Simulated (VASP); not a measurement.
Band structure of Bi (a7). These are optB86b-vdW, VASP's PBE PAW potentials (set 64) (plane waves; VASP 6.6.1) values and carry that method's errors.

Unless said otherwise, spin-orbit coupling is left out, though it shifts the bands of the heavy elements here.

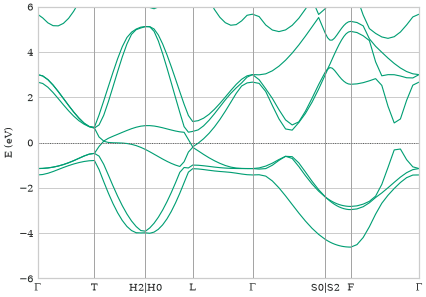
Figure. Bands along high-symmetry lines, zero at the valence-band maximum or, without a gap, the Fermi level

Problem. Read the plot: is there a gap, and where are the band edges?

Solution. It has no gap at this level: it comes out as a metal or semimetal. (Edges off the drawn lines would not show.)

The compound is Bi in the a7 structure. It was relaxed first.
